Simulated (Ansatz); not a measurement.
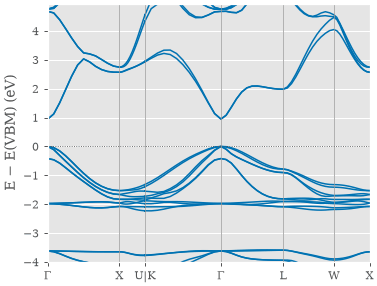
Fig. 1. Band structure from PBE with spin–orbit coupling in the plane-wave PAW code Ansatz

The gap is 0.95 eV; an edge lies off the plotted path or next to a special point (maximum on the Γ–X line, 1 % of the way from Γ, minimum at Γ).

The material is CuI (zinc blende, F-43m).

The PBE relaxation kept the symmetry of its start; phonons on a q-mesh show no instability. No spin polarisation was allowed.

Potentials: the later of the program's two PAW sets.
